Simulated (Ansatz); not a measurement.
# BSiHO (singlet): the correlation ladder, cc-pVDZ

How much of the correlation energy of BSiHO (singlet) does each wave-function method recover here?

The runs use Ansatz 0.2.0, Gaussian basis; cc-pVDZ, core rule «outside noble gas», up to 7 orbitals frozen.

Plan: UHF; CCSD(T) on RHF; CCSD(T) on UHF; BCCD(T) on RHF; CISD; CCSDT(Q) on RHF; CCSDT(Q) on UHF; CCSDTQ on RHF.

4 further runs of the same task are left out: 4 set aside as unsound or not needed.

## 1. What is computed

The geometry is a PBE0/def2-TZVP stationary point (not a proven minimum).

4 atoms, charge 0, spin multiplicity 1.

Atoms are counted from 1 here; the program's logs count them from 0.

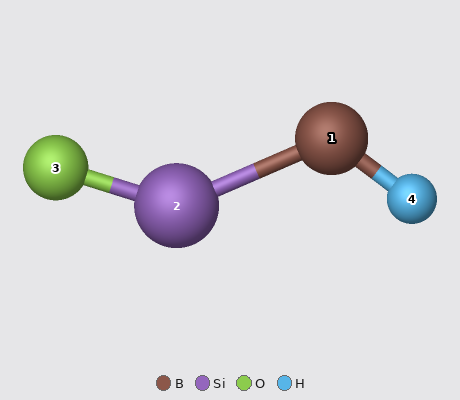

The geometry (boron brown, silicon purple, oxygen green, hydrogen blue); atoms are numbered from 1 in the order of the file.

In the tables R marks a restricted determinant and U an unrestricted one; energies count from the table's Hartree-Fock row.

## 2. UHF

Contents of in.yaml:

```yaml
crystal:
  periodic: [false, false, false]
  atoms:
    - {symbol: B, position_ang: [0.000000, -0.409239, 1.889811]}
    - {symbol: Si, position_ang: [0.000000, 0.287819, -0.012810]}
    - {symbol: O, position_ang: [0.000000, -0.252059, -1.431271]}
    - {symbol: H, position_ang: [0.000000, 0.370590, 2.806241]}
basis:
  gaussian: {orbitals: cc-pVDZ}
magnetization: {spin_polarized: true, initial_magnetization: 0}
hamiltonian: {xc: hf}
output: {orbitals: {seedname: orbitals}}
```

The run is started by

```console
ansatz run in.yaml --threads 1 --pin off --events-out ev --progress --plain --max-ram 4096MiB --backend cpu
```

Output:

```text
Functional definition: HF
  name "HF"
  cite "Fock, Z. Phys. 61, 126 (1930) doi:10.1007/BF01340294"
  parent pbe
  exchange = exact_x
  correlation = 0
490 factors; integrals over basis functions are off by at most 6.4e-4 eV
mean field evaluation 1: about -10577.7254 eV, gradient 3.3e1 eV
mean field evaluation 2: about -10577.7659 eV, gradient 3.3e1 eV
mean field evaluation 4: about -10582.8425 eV, gradient 2.5e0 eV
mean field evaluation 8: about -10582.9336 eV, gradient 1.6e-1 eV
mean field evaluation 16: about -10583.0889 eV, gradient 1.1e0 eV
mean field evaluation 32: about -10583.3889 eV, gradient 8.6e-6 eV
mean field evaluation 64: about -10577.2837 eV, gradient 1.5e1 eV
mean field evaluation 96: about -10583.3878 eV, gradient 7.4e-2 eV
mean field evaluation 128: about -10583.2985 eV, gradient 6.7e-1 eV
mean field evaluation 160: about -10583.3873 eV, gradient 3.8e-1 eV
mean field evaluation 192: about -10583.1926 eV, gradient 1.9e0 eV
mean field evaluation 224: about -10582.3311 eV, gradient 3.7e0 eV
mean field evaluation 256: about -10577.4837 eV, gradient 1.5e1 eV
mean field evaluation 288: about -10580.3291 eV, gradient 7.0e0 eV
mean field evaluation 320: about -10582.7931 eV, gradient 8.2e-2 eV
mean field evaluation 352: about -10582.9344 eV, gradient 3.4e-4 eV
mean field evaluation 384: about -10583.3889 eV, gradient 6.3e-6 eV
mean field -10583.38887964 eV, -388.9323676481 hartree, gradient 6.3e-6 eV, S^2 0.698066; 7 other end points of the search recorded, 0 dependent functions left out
reference -10583.38887964 eV, -388.9323676481 hartree; 14, 14 occupied and 37, 37 virtual orbitals, 490 factors
Total energy: -10583.38887964 eV, -388.9323676481 hartree
```

Run time: 2.3 s. Hardware: 1 thread of AMD EPYC 7R13, shared host.

From the report: ⟨S²⟩ of the determinant 0.698 (pure singlet: 0.00). The determinant is far from a pure spin state, so its energy mixes those of several spin states (harmless only where they are near-degenerate, as at dissociation).

The unrestricted solution breaks the spin symmetry, so the restricted determinant is unstable here.

## 3. CCSD(T) on RHF

in.yaml, as its differences from that of step 2:

```diff
@@ -9,4 +9,3 @@
   gaussian: {orbitals: cc-pVDZ}
-magnetization: {spin_polarized: true, initial_magnetization: 0}
-hamiltonian: {xc: hf}
-output: {orbitals: {seedname: orbitals}}
+magnetization: {spin_polarized: false}
+correlation: {method: ccsd_t, electrons: outside_noble_gas}
```

The command is unchanged.

Output, cut to the lines that bear on the results:

```text
Functional definition: HF
  name "HF"
  cite "Fock, Z. Phys. 61, 126 (1930) doi:10.1007/BF01340294"
  parent pbe
[...]
490 factors; integrals over basis functions are off by at most 6.4e-4 eV
[...]
mean field -10582.93437886 eV, -388.9156650525 hartree, gradient 1.4e-6 eV, S^2 0.000000; 3 other end points of the search recorded, 0 dependent functions left out; unrestricted orbitals would lower it
determinant -10582.93437886 eV, -388.9156650525 hartree, with singles and doubles -10593.24650523 eV, -389.2946287069 hartree
determinant -10580.16138492 eV, -388.8137594048 hartree, with singles and doubles -10590.69761211 eV, -389.2009586122 hartree
7 core orbitals not correlated: weight in the atoms' cores, before any rotation towards them, 1.000 or more for the frozen orbitals, at most 0.000 for the correlated occupied ones
reference -10582.93437886 eV, -388.9156650525 hartree; 7, 7 occupied and 37, 37 virtual orbitals, 490 factors
second order -9.63087904 eV of doubles, -0.00000000 eV of singles
cycle   1  -10.31578736 eV  change   -3.7e-3 eV  update   2.6e-3
[...]
cycle   9  -10.31600801 eV  change    5.7e-6 eV  update   7.7e-6
perturbative correction -0.49622851 eV, -0.0182360612 hartree
Total energy: -10593.74661537 eV, -389.3130074155 hartree
```

Wall time 1.2 s (1 thread of AMD EPYC 7R13, shared host).

From the report: correlation -10.8122 eV; T1 0.032; largest double amplitude 0.19.

## 4. CCSD(T) on UHF

in.yaml, as its differences from that of step 3:

```diff
@@ -9,3 +9,3 @@
   gaussian: {orbitals: cc-pVDZ}
-magnetization: {spin_polarized: false}
+magnetization: {spin_polarized: true, initial_magnetization: 0}
 correlation: {method: ccsd_t, electrons: outside_noble_gas}
```

Same command.

Output, cut to the lines that bear on the results:

```text
Functional definition: HF
  name "HF"
  cite "Fock, Z. Phys. 61, 126 (1930) doi:10.1007/BF01340294"
  parent pbe
[...]
490 factors; integrals over basis functions are off by at most 6.4e-4 eV
[...]
mean field -10583.38887964 eV, -388.9323676481 hartree, gradient 1.7e-6 eV, S^2 0.698067; 21 other end points of the search recorded, 0 dependent functions left out
determinant -10583.38887964 eV, -388.9323676481 hartree, with singles and doubles -10593.05587284 eV, -389.2876230958 hartree
determinant -10582.79350059 eV, -388.9104878717 hartree, with singles and doubles -10592.57857248 eV, -389.2700826310 hartree
determinant -10580.54598869 eV, -388.8278933327 hartree, with singles and doubles -10590.50608221 eV, -389.1939200185 hartree
determinant -10580.47176666 eV, -388.8251657236 hartree, with singles and doubles -10590.81529284 eV, -389.2052832994 hartree
[...]
determinant -10580.16138494 eV, -388.8137594055 hartree, with singles and doubles -10590.69907555 eV, -389.2010123927 hartree
determinant -10583.38887964 eV, -388.9323676481 hartree, with singles and doubles -10593.18518977 eV, -389.2923754051 hartree
determinant -10582.79350059 eV, -388.9104878717 hartree, with singles and doubles -10592.61113907 eV, -389.2712794310 hartree
determinant -10582.93437886 eV, -388.9156650525 hartree, with singles and doubles -10593.24788253 eV, -389.2946793216 hartree
7 core orbitals not correlated: weight in the atoms' cores, before any rotation towards them, 1.000 or more for the frozen orbitals, at most 0.000 for the correlated occupied ones
reference -10583.38887964 eV, -388.9323676481 hartree; 7, 7 occupied and 37, 37 virtual orbitals, 490 factors
second order -8.87692659 eV of doubles, -0.00000000 eV of singles
cycle   1  -9.79630375 eV  change    6.4e-6 eV  update   3.4e-6
perturbative correction -0.48879475 eV, -0.0179628758 hartree
Total energy: -10593.67397814 eV, -389.3103380464 hartree
```

Run time: 20 s. Hardware: 1 thread of AMD EPYC 7R13, shared host.

From the report: ⟨S²⟩ of the determinant 0.698 (pure singlet: 0.00); correlation -10.2851 eV; T1 0.074; largest double amplitude 0.19. The determinant is far from a pure spin state, so its energy mixes those of several spin states (harmless only where they are near-degenerate, as at dissociation).

## 5. BCCD(T) on RHF

in.yaml, as its differences from that of step 4:

```diff
@@ -9,3 +9,3 @@
   gaussian: {orbitals: cc-pVDZ}
-magnetization: {spin_polarized: true, initial_magnetization: 0}
-correlation: {method: ccsd_t, electrons: outside_noble_gas}
+magnetization: {spin_polarized: false}
+correlation: {method: bccd_t, electrons: outside_noble_gas}
```

Same command.

Output, cut to the lines that bear on the results:

```text
Functional definition: HF
  name "HF"
  cite "Fock, Z. Phys. 61, 126 (1930) doi:10.1007/BF01340294"
  parent pbe
[...]
490 factors; integrals over basis functions are off by at most 6.4e-4 eV
[...]
mean field -10582.93437886 eV, -388.9156650525 hartree, gradient 1.4e-6 eV, S^2 0.000000; 3 other end points of the search recorded, 0 dependent functions left out; unrestricted orbitals would lower it
determinant -10582.93437886 eV, -388.9156650525 hartree, with singles and doubles -10593.24650523 eV, -389.2946287069 hartree
determinant -10580.16138492 eV, -388.8137594048 hartree, with singles and doubles -10590.69761211 eV, -389.2009586122 hartree
7 core orbitals not correlated: weight in the atoms' cores, before any rotation towards them, 1.000 or more for the frozen orbitals, at most 0.000 for the correlated occupied ones
reference -10582.93437886 eV, -388.9156650525 hartree; 7, 7 occupied and 37, 37 virtual orbitals, 490 factors
second order -9.63087904 eV of doubles, -0.00000000 eV of singles
cycle   1  -10.21713039 eV  change    9.5e-2 eV  update   3.7e-2
[...]
cycle  12  -10.24484452 eV  change    5.3e-6 eV  update   5.8e-6
perturbative correction -0.57664465 eV, -0.0211912999 hartree
Total energy: -10593.75586803 eV, -389.3133474444 hartree
```

Wall time 1.4 s (1 thread of AMD EPYC 7R13, shared host).

From the report: correlation -10.8215 eV; largest double amplitude 0.19.

## 6. CISD

in.yaml, as its differences from that of step 5:

```diff
@@ -9,3 +9,2 @@
   gaussian: {orbitals: cc-pVDZ}
-magnetization: {spin_polarized: false}
-correlation: {method: bccd_t, electrons: outside_noble_gas}
+correlation: {active_space: {ras: {orbitals: [7, 0, 37], electrons: 14, max_holes: 2, max_particles: 2}, fixed_orbitals: true}}
```

Same command.

Output:

```text
Functional definition: HF
  name "HF"
  cite "Fock, Z. Phys. 61, 126 (1930) doi:10.1007/BF01340294"
  parent pbe
  exchange = exact_x
  correlation = 0
490 factors; integrals over basis functions are off by at most 6.4e-4 eV
mean field evaluation 1: about -10577.7748 eV, gradient 4.6e1 eV
mean field evaluation 2: about -10577.7789 eV, gradient 4.6e1 eV
mean field evaluation 4: about -10582.8509 eV, gradient 3.6e0 eV
mean field evaluation 8: about -10582.9344 eV, gradient 1.2e-3 eV
mean field evaluation 16: about -10580.1467 eV, gradient 1.2e0 eV
mean field evaluation 32: about -10582.9344 eV, gradient 1.4e-6 eV
mean field -10582.93437886 eV, -388.9156650525 hartree, gradient 1.4e-6 eV, S^2 0.000000; 3 other end points of the search recorded, 0 dependent functions left out
reference -10582.93437886 eV, -388.9156650525 hartree; 14, 14 occupied and 37, 37 virtual orbitals, 490 factors
state -10591.99914961 eV, -389.2487892334 hartree
Total energy: -10591.99914961 eV, -389.2487892334 hartree
```

Wall time 1.7 s (1 thread of AMD EPYC 7R13, shared host).

From the report: 50,558 determinants.

## 7. CCSDT(Q) on RHF

in.yaml, as its differences from that of step 6:

```diff
@@ -9,2 +9,3 @@
   gaussian: {orbitals: cc-pVDZ}
-correlation: {active_space: {ras: {orbitals: [7, 0, 37], electrons: 14, max_holes: 2, max_particles: 2}, fixed_orbitals: true}}
+magnetization: {spin_polarized: false}
+correlation: {method: ccsdt_q, electrons: outside_noble_gas}
```

Same command.

Output, cut to the lines that bear on the results:

```text
Functional definition: HF
  name "HF"
  cite "Fock, Z. Phys. 61, 126 (1930) doi:10.1007/BF01340294"
  parent pbe
[...]
923 factors; integrals over basis functions are off by at most 2.4e-7 eV
[...]
mean field -10582.93448409 eV, -388.9156689195 hartree, gradient 1.4e-6 eV, S^2 0.000000; 3 other end points of the search recorded, 0 dependent functions left out; unrestricted orbitals would lower it
determinant -10582.93448409 eV, -388.9156689195 hartree, with singles and doubles -10593.24661717 eV, -389.2946328205 hartree
determinant -10580.16149782 eV, -388.8137635539 hartree, with singles and doubles -10590.69772567 eV, -389.2009627856 hartree
7 core orbitals not correlated: weight in the atoms' cores, before any rotation towards them, 1.000 or more for the frozen orbitals, at most 0.000 for the correlated occupied ones
reference -10582.93448409 eV, -388.9156689195 hartree; 7, 7 occupied and 37, 37 virtual orbitals, 923 factors
second order -9.63091037 eV of doubles, -0.00000000 eV of singles
cycle   1  -9.61411736 eV  change    1.7e-2 eV  update   1.8e-1
[...]
cycle  27  -10.86003010 eV  change    8.8e-7 eV  update   1.4e-6
perturbative correction -0.07486311 eV, -0.0027511687 hartree
Total energy: -10593.86937730 eV, -389.3175188332 hartree
```

It took 18 s on 1 thread of AMD EPYC 7R13, shared host; peak memory 0.33 GiB.

From the report: correlation -10.9349 eV; T1 0.034; largest double amplitude 0.23.

## 8. CCSDT(Q) on UHF

in.yaml, as its differences from that of step 7:

```diff
@@ -9,3 +9,3 @@
   gaussian: {orbitals: cc-pVDZ}
-magnetization: {spin_polarized: false}
+magnetization: {spin_polarized: true, initial_magnetization: 0}
 correlation: {method: ccsdt_q, electrons: outside_noble_gas}
```

The run is started by

```console
ansatz run in.yaml --threads 2 --pin off --events-out ev --progress --plain --max-ram 24576MiB --backend cuda --devices 0, --max-vram 18GiB
```

Output, cut to the lines that bear on the results:

```text
Functional definition: HF
  name "HF"
  cite "Fock, Z. Phys. 61, 126 (1930) doi:10.1007/BF01340294"
  parent pbe
[...]
923 factors; integrals over basis functions are off by at most 2.4e-7 eV
[...]
mean field -10583.38899184 eV, -388.9323717713 hartree, gradient 1.6e-6 eV, S^2 0.698070; 21 other end points of the search recorded, 0 dependent functions left out
determinant -10583.38899184 eV, -388.9323717713 hartree, with singles and doubles -10593.05598050 eV, -389.2876270523 hartree
determinant -10582.79361546 eV, -388.9104920931 hartree, with singles and doubles -10592.57868304 eV, -389.2700866939 hartree
determinant -10580.54610599 eV, -388.8278976435 hartree, with singles and doubles -10590.50619186 eV, -389.1939240478 hartree
determinant -10580.47188307 eV, -388.8251700013 hartree, with singles and doubles -10590.81541191 eV, -389.2052876751 hartree
[...]
determinant -10583.38899184 eV, -388.9323717713 hartree, with singles and doubles -10593.18529494 eV, -389.2923792702 hartree
determinant -10582.79361546 eV, -388.9104920931 hartree, with singles and doubles -10592.61124809 eV, -389.2712834377 hartree
determinant -10582.93448409 eV, -388.9156689195 hartree, with singles and doubles -10593.24799043 eV, -389.2946832868 hartree
7 core orbitals not correlated: weight in the atoms' cores, before any rotation towards them, 1.000 or more for the frozen orbitals, at most 0.000 for the correlated occupied ones
reference -10583.38899184 eV, -388.9323717713 hartree; 7, 7 occupied and 37, 37 virtual orbitals, 923 factors
second order -8.87694839 eV of doubles, -0.00000000 eV of singles
cycle   1  -8.90228321 eV  change   -2.5e-2 eV  update   1.6e-1
[...]
cycle  42  -10.39484077 eV  change   -2.4e-7 eV  update   1.6e-7
perturbative correction -0.09228497 eV, -0.0033914101 hartree
Total energy: -10593.87611757 eV, -389.3177665337 hartree
```

Wall time 21 s (1 × H100 (card shared with other runs) with 2 threads of AMD EPYC 7R13, shared host); peak host memory 0.86 GiB.

From the report: ⟨S²⟩ of the determinant 0.698 (pure singlet: 0.00); correlation -10.4871 eV; T1 0.098; largest double amplitude 0.29. The determinant is far from a pure spin state, so its energy mixes those of several spin states (harmless only where they are near-degenerate, as at dissociation).

## 9. CCSDTQ on RHF

in.yaml, as its differences from that of step 8:

```diff
@@ -9,3 +9,3 @@
   gaussian: {orbitals: cc-pVDZ}
-magnetization: {spin_polarized: true, initial_magnetization: 0}
-correlation: {method: ccsdt_q, electrons: outside_noble_gas}
+magnetization: {spin_polarized: false}
+correlation: {method: ccsdtq, electrons: outside_noble_gas}
```

Launched as before.

Output, cut to the lines that bear on the results:

```text
Functional definition: HF
  name "HF"
  cite "Fock, Z. Phys. 61, 126 (1930) doi:10.1007/BF01340294"
  parent pbe
[...]
923 factors; integrals over basis functions are off by at most 2.4e-7 eV
[...]
mean field -10582.93448409 eV, -388.9156689195 hartree, gradient 1.4e-6 eV, S^2 0.000000; 3 other end points of the search recorded, 0 dependent functions left out; unrestricted orbitals would lower it
determinant -10582.93448409 eV, -388.9156689195 hartree, with singles and doubles -10593.24661305 eV, -389.2946326692 hartree
determinant -10580.16149782 eV, -388.8137635539 hartree, with singles and doubles -10590.69772196 eV, -389.2009626493 hartree
7 core orbitals not correlated: weight in the atoms' cores, before any rotation towards them, 1.000 or more for the frozen orbitals, at most 0.000 for the correlated occupied ones
reference -10582.93448409 eV, -388.9156689195 hartree; 7, 7 occupied and 37, 37 virtual orbitals, 923 factors
second order -9.63091037 eV of doubles, -0.00000000 eV of singles
cycle   1  -9.61412222 eV  change    1.7e-2 eV  update   1.8e-1
[...]
cycle  30  -10.92040406 eV  change   -1.2e-6 eV  update   1.3e-6
Total energy: -10593.85488814 eV, -389.3169863666 hartree
```

Wall time 82 s (1 × H100 (card shared with other runs) with 2 threads of AMD EPYC 7R13, shared host); peak host memory 0.83 GiB.

From the report: correlation -10.9204 eV; T1 0.033; largest double amplitude 0.24.

## 10. Misses and costs

The yardstick is RCCSDTQ, where the cluster series has nearly closed. Rows without a time come out of other runs: HF, MP2 and CCSD of CCSD(T), CCSDT of CCSDT(Q).

Differences are taken before rounding.

```
   method  energy from the lowest RHF (meV)  from RCCSDTQ (meV)        time
      RHF                               0.0            +10920.5            
      UHF                            -454.5            +10466.0            
     RMP2                           -9630.9             +1289.6            
     UMP2                           -9331.4             +1589.1            
     CISD                           -9064.8             +1855.7       1.7 s
    RCCSD                          -10316.0              +604.5            
    UCCSD                          -10250.8              +669.7            
 RCCSD(T)                          -10812.2              +108.3       1.2 s
 UCCSD(T)                          -10739.6              +180.9        20 s
  BCCD(T)                          -10821.5               +99.0       1.4 s
   RCCSDT                          -10860.1               +60.4            
   UCCSDT                          -10849.5               +71.1            
RCCSDT(Q)                          -10935.0               -14.5        18 s
UCCSDT(Q)                          -10941.7               -21.2  21 s (GPU)
  RCCSDTQ                          -10920.5                   0  82 s (GPU)
```

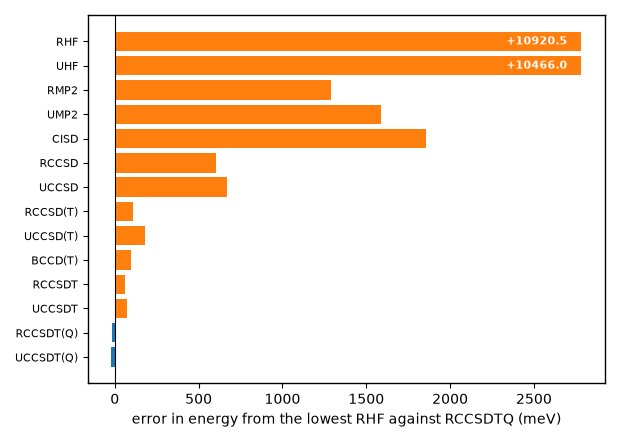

How far each level lands from RCCSDTQ. Bars with a number in them are cut short.

Some runs used a GPU and others CPU threads alone; cost is compared among the CPU runs only.

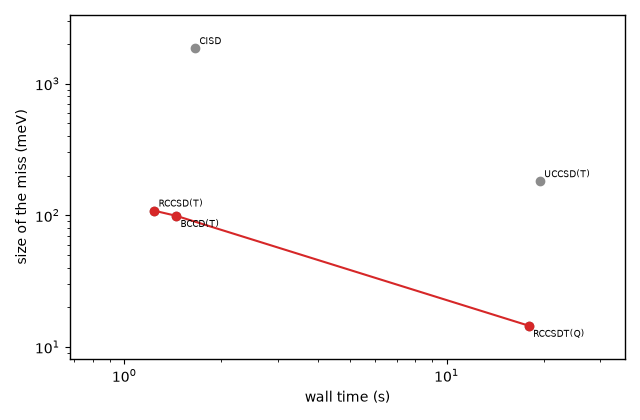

Accuracy for the time spent; red marks the levels that beat every quicker one drawn. Times are from a shared host.

With the free atoms at the same levels and basis (separate runs), the atomisation energy is 10.946 eV at RCCSDTQ, 10.865 eV at RCCSD(T), 10.792 eV at UCCSD(T), 6.645 eV at RHF.

## 11. Summary of results

```
                         quantity                 value
     RCCSDTQ below the RHF energy           -10.9205 eV
                RMP2 from RCCSDTQ           +1289.6 meV
                UMP2 from RCCSDTQ           +1589.1 meV
               RCCSD from RCCSDTQ            +604.5 meV
            RCCSD(T) from RCCSDTQ            +108.3 meV
            UCCSD(T) from RCCSDTQ            +180.9 meV
           RCCSDT(Q) from RCCSDTQ             -14.5 meV
           UCCSDT(Q) from RCCSDTQ             -21.2 meV
levels within 1 kcal/mol (43 meV)  RCCSDT(Q), UCCSDT(Q)
                    T1 diagnostic                 0.032
```

What this shows: RCCSD(T) lands +108.3 meV from the yardstick (1.0 % of the correlation energy). CCSD(T) misses by +108.3 meV on the restricted determinant and by +180.9 meV on the unrestricted one; the two need not hold the same state or core. These misses are within one basis, not against nature.

For cost: RCCSDT(Q) gets within 14.5 meV in 18 s; the quickest level in the cost chart, RCCSD(T), takes 1.2 s and misses by 108.3 meV.
